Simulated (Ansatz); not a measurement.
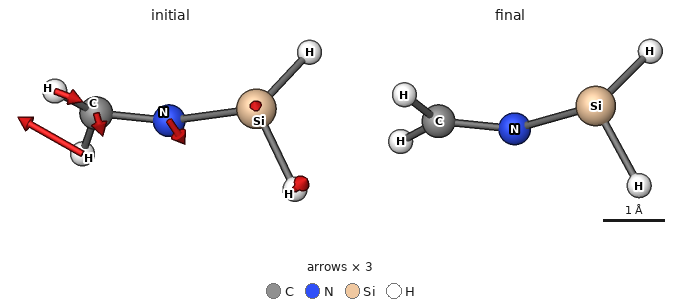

The structure of CH₄NSi (multiplicity 2) before (left) and after (right) a relaxation, at one scale. The red arrows give the displacements, 3 times their true length.

The picture is a ball-and-stick view, seen at a tilt.

It is one of the separated reactants of a reaction.

Level of theory: Ansatz, UKS PBE-D4/def2-SVP. Set-up: force threshold 0.03 eV/Å; at most 250 steps.

Describe what moved and what it gained.

Over 6 accepted moves (7 points after the start) the energy falls by 0.847 eV. The largest force component goes from 4.5 to 0.0061 eV/Å. The line search rejected the trial step at point 6 of the run. The atom that moves furthest after the best rigid fit is an H atom (0.43 Å). By element the largest moves are H 0.43 Å, N 0.18 Å, C 0.14 Å, Si 0.07 Å. Among the contacts that change: C–H 1.060 → 1.116 Å, C–N 1.213 → 1.267 Å, H–Si 1.481 → 1.513 Å, N–Si 1.735 → 1.767 Å. Bond angles that change, for instance: N–C–H 98.9° → 120.1°, H–C–H 127.2° → 115.3°, C–N–Si 145.1° → 135.4°. The run took 13 s on 2 threads of Arm Neoverse V1 (shared host).
